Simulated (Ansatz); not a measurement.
**CH3ClGa (charge −1): density, localisation and related maps**

Input file:

```
crystal:
  periodic: [false, false, false]
  atoms:
    - { symbol: C, position_ang: [0.1378, -0.80902, -1.01464] }
    - { symbol: Ga, position_ang: [0.10836, 0.56303, 0.37409] }
    - { symbol: Cl, position_ang: [1.03483, 0.04778, 2.29023] }
    - { symbol: H, position_ang: [-0.50957, -1.57771, -0.52222] }
    - { symbol: H, position_ang: [-0.4895, -0.42568, -1.85212] }
    - { symbol: H, position_ang: [-0.28193, 2.20159, 0.72466] }
total_charge: -1
basis:
  gaussian: { orbitals: def2-SVP }
hamiltonian:
  xc: b3lyp
  dispersion: d4
relax:
  f_tol: 0.015
  max_steps: 40
output:
  orbitals: {}
```

Run with:

```sh
ansatz run input.yaml --threads 1 --pin off --max-ram 2048MiB --backend cpu --events-out ev --progress --plain --runs-dir out
```

The fields are those of the relaxed geometry.

The highest occupied orbital lies above zero, a sign that basis and functional describe the outermost electron poorly.

All numbers below come from RKS B3LYP-D4/def2-SVP in Ansatz.

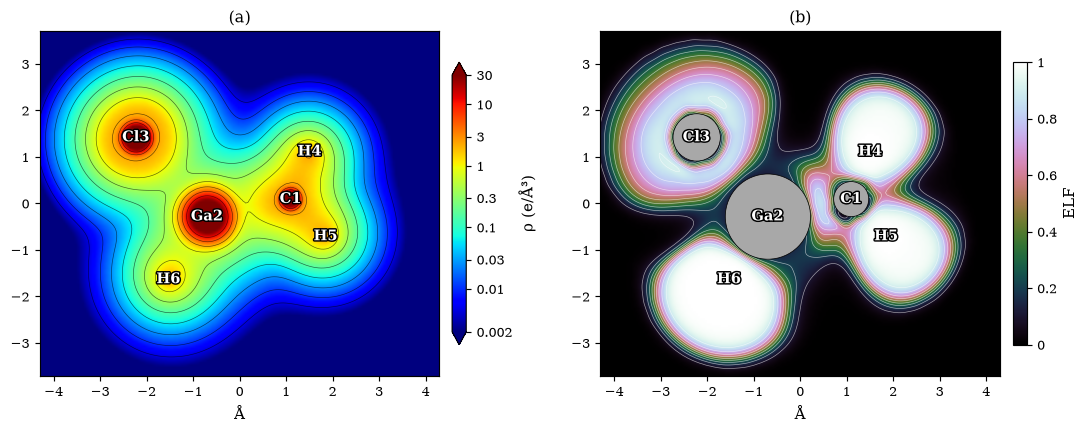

Figure 1. (a) electron density; (b) ELF on the molecular plane. Grey discs cover the atomic cores in the ELF map.

> What does the map show?

The plane passes through C, Ga, Cl and H nuclei.
C–Ga (1.83 Å): the density is about 0.93 e/Å³ at the midpoint; the ELF peaks at about 0.85 in the valence shell of C, 0.7 Å from its nucleus, and is about 0.45 at the midpoint.
Ga–Cl (2.29 Å): ρ at the midpoint is about 0.51 e/Å³; the ELF peaks at about 0.85 in the valence shell of Cl, 0.8 Å from its nucleus, and is about 0.50 at the midpoint.
C–H (1.10 Å): the density is about 1.8 e/Å³ at the midpoint; the ELF climbs to about 1 towards the hydrogen, as it does in any bond to H (a covalent bond by its length).
Ga–H (1.59 Å): ρ is about 0.89 e/Å³ halfway; the ELF climbs to about 1 towards the hydrogen.
The ELF also peaks beside Cl3, away from the bonds: lone-pair regions.

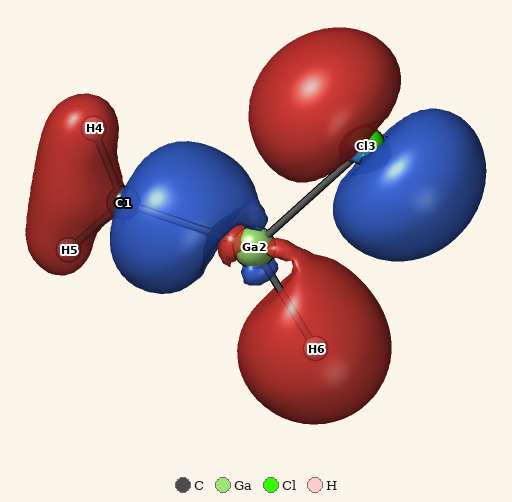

Figure 2. The HOMO−1 at ±0.1 Å⁻³ᐟ² (blue and red are the two phases), seen at a tilt.

> What is the character of this orbital?

It lies mainly on Cl3 (about 50 %), C1 (about 15 %), Ga2 (about 15 %) and H6 (about 15 %); it is symmetric in the molecular plane (an in-plane orbital: σ, lone-pair or in-plane π type). Its energy is −2.36 eV.

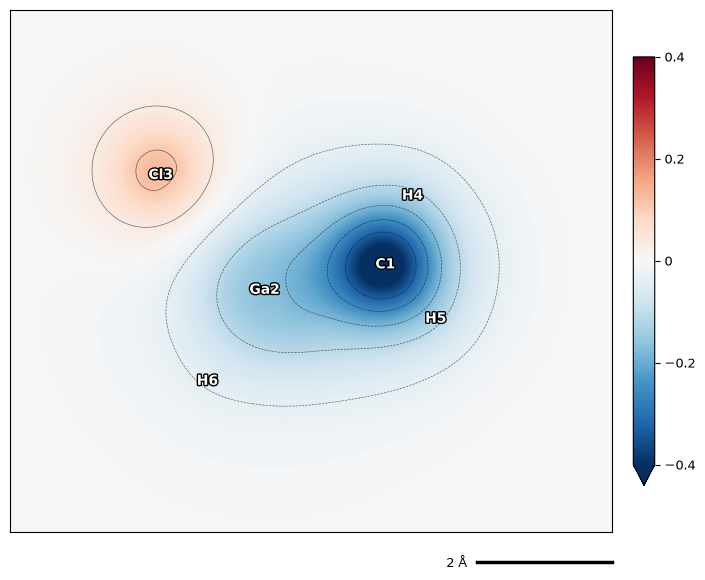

Figure 3. The HOMO on a plane 0.8 Å above the molecular plane (values in Å⁻³ᐟ²; the overall sign is arbitrary).

> Where does this orbital lie, and at what energy?

Its weight (Hirshfeld) is mainly on C1 (about 55 %) and Ga2 (about 30 %); it changes sign across the molecular plane (π type); π-bonding across C1–Ga2. Its energy is 0.36 eV.
